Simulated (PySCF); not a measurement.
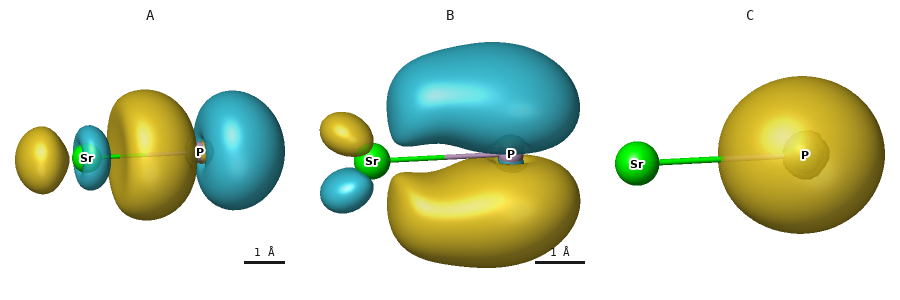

The picture shows: SrP (quartet). Three frontier β-spin orbitals, each drawn at the value that holds 80 % of its norm (yellow and cyan are the two phases), in no order; of a degenerate pair one member is drawn.

Core potentials replace the inner electrons of Sr.

All numbers below come from PySCF 2.14.0, PBE0/def2-SVPD, non-relativistic Hamiltonian with scalar-relativistic core potentials where named, at a bond length of 2.944 Å.

**Name the orbitals and rank them from lowest to highest energy.**

Orbital C: σ, occupied in this spin, −12.49 eV; mainly on P (95 %).
Orbital A: σ, occupied in this spin, −5.04 eV; mainly on P (75 %).
Orbital B: π, empty in this spin, −2.22 eV; mainly on P (75 %).
